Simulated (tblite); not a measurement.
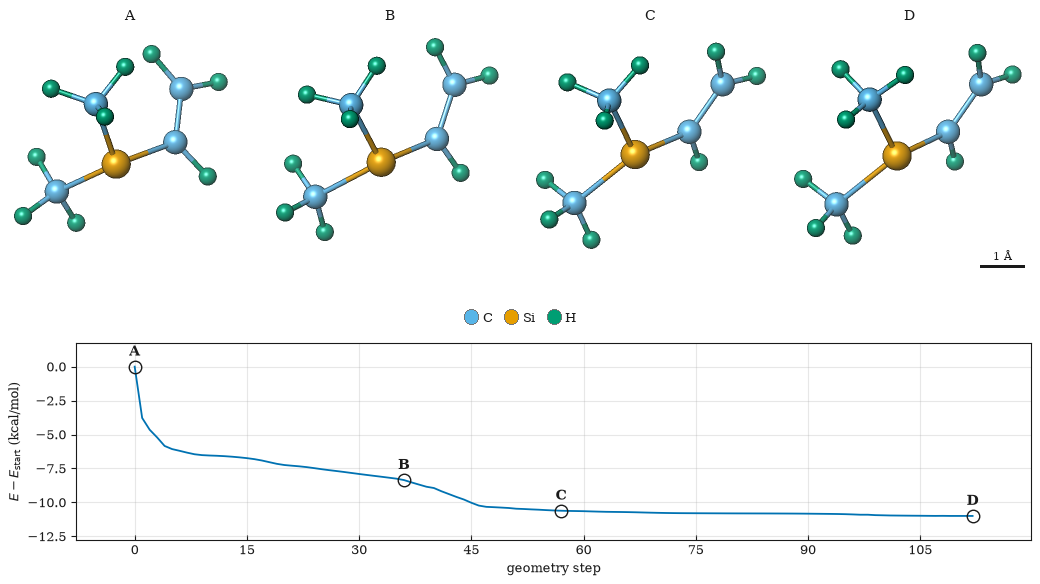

Frames of a relaxation of C4H9Si (multiplicity 2), marked on the history of the run. The picture is a ball-and-stick view, seen from a free direction.

Computed with GFN2-xTB geometry optimisation, gas phase in tblite 0.8.0. 

**What happens along the run?**

After 112 geometry steps the energy has fallen by 11.0 kcal/mol. The atom that moves furthest after the best rigid fit is an H atom (1.30 Å). Largest moves by element: H 1.30 Å, C 0.51 Å, Si 0.28 Å. Some distances before and after: C–Si 1.846 → 1.903 Å, C–H 1.127 → 1.088 Å, C–Si 1.827 → 1.851 Å, C–H 1.102 → 1.089 Å. Bond angles that change, for instance: C–Si–C 110.8° → 117.8°, C–Si–C 107.8° → 114.1°, C–C–H 116.1° → 122.1°. Groups turn about C–Si by about 60°, C–Si by about 55°. From step 0 to 36: an H atom moves most (0.63 Å), energy −8.35 kcal/mol. From step 36 to 57: an H atom moves most (0.70 Å), energy −2.26 kcal/mol. From step 57 to 112: H atoms move most (0.49 Å), energy −0.38 kcal/mol.
